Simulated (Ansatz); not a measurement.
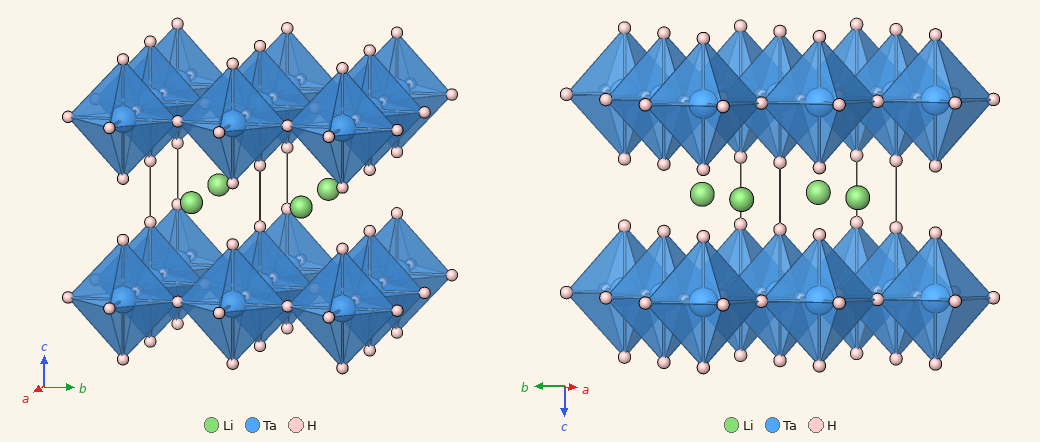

Polyhedra are drawn about Ta (bonds: H–Ta below 2.1 Å); other atoms are plain spheres. Two views of the same piece.

System LiTaH4 (space group P4/mmm, No. 123); source of the atomic positions: the geometry relaxed with DFT PBE, scalar-relativistic, plane waves, PAW in Ansatz; the starting structure was generated, so it need not be a known form of this composition.

### What figure surrounds each Ta atom, and what does it share with the other drawn polyhedra?

Ta: TaH6 octahedron, sharing corners with four neighbours.

### How do these polyhedra hang together as a whole?

They form layers of corner-sharing octahedra parallel to (001).
